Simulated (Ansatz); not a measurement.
# Ni (Fm-3m): Drude plasma energy against volume

The cell of Ni (Fm-3m) is scaled evenly and the response computed anew at each volume, on one mesh.

Symmetry: Fm-3m, No. 225, cubic system. The conventional cell has a = 3.524 Å, b = 3.524 Å, c = 3.524 Å, α = 90.00°, β = 90.00°, γ = 90.00°. Around Ni on site a lie 12 Ni at 2.49 Å.

Method: Ansatz 0.2.0, PBE, independent particles, k-mesh 22×22×22 with interpolation inside its cells, Gaussian parameter 0.1 eV.

Launch of the response step: `ansatz run input.yaml --threads 4 --pin off --max-ram 8192MiB --backend cpu --events-out ev --progress --plain --runs-dir out`. The series took 5.1 min in all, on 4 threads of Arm Neoverse N1, on a shared host.

```
V/V₀  V (Å³, primitive cell)  Drude plasma energy (eV)
0.94                   10.28                         ?
0.96                   10.50                     7.195
0.98                   10.72                     7.099
1.00                   10.94                     7.007
1.02                   11.16                     6.919
1.04                   11.38                     6.833
1.06                   11.60                     6.751
```

For small changes the quantity should be close to linear in ln V.

Working, on the rows shown:

| x = ln(V/V₀) | y = Drude plasma energy |
| --- | --- |
| -0.040822 | 7.195 |
| -0.0202027 | 7.099 |
| 0 | 7.007 |
| 0.0198026 | 6.919 |
| 0.0392207 | 6.833 |
| 0.0582689 | 6.751 |

Means: x̄ = 0.0093779, ȳ = 6.9673. Σ(x − x̄)(y − ȳ) = -0.03079, Σ(x − x̄)² = 0.006873. Slope = -0.03079 / 0.006873 = -4.479; intercept = ȳ − slope · x̄ = 7.0093. The line misses the rows shown by at most 0.0028 eV.

Problem. Predict the last column of the withheld row from the fit.

Solution. At x = -0.061875 the line gives y = 7.2865 eV. The run gave 7.294 eV, so the extrapolation is off by 0.0075 eV, 1.4 % of the range in the table.

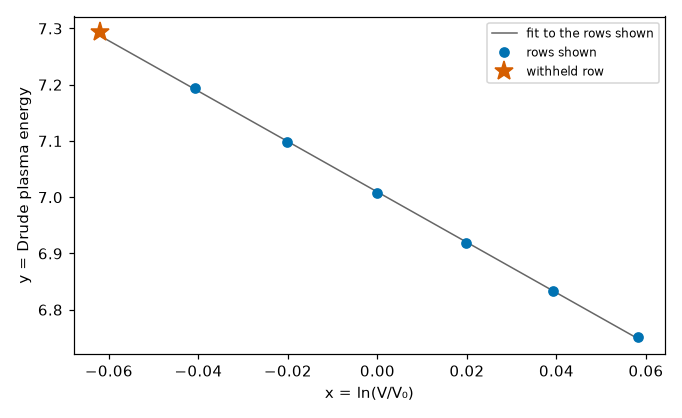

Between the rows on either side of x = 0 the slope is (6.919 − 7.099) / (0.019803 − (-0.020203)) = -4.499. So d ln ωp/d ln V = -0.64; free electrons would give −0.50. The values come from a sum over the points of one k-mesh and carry its error, which is largest for Fermi-surface quantities.

[Logs are printed without paths, hosts, clocks, repeated set-up lines and the standing remarks that a program may print on its own settings, such as how far it seeks lower states.]
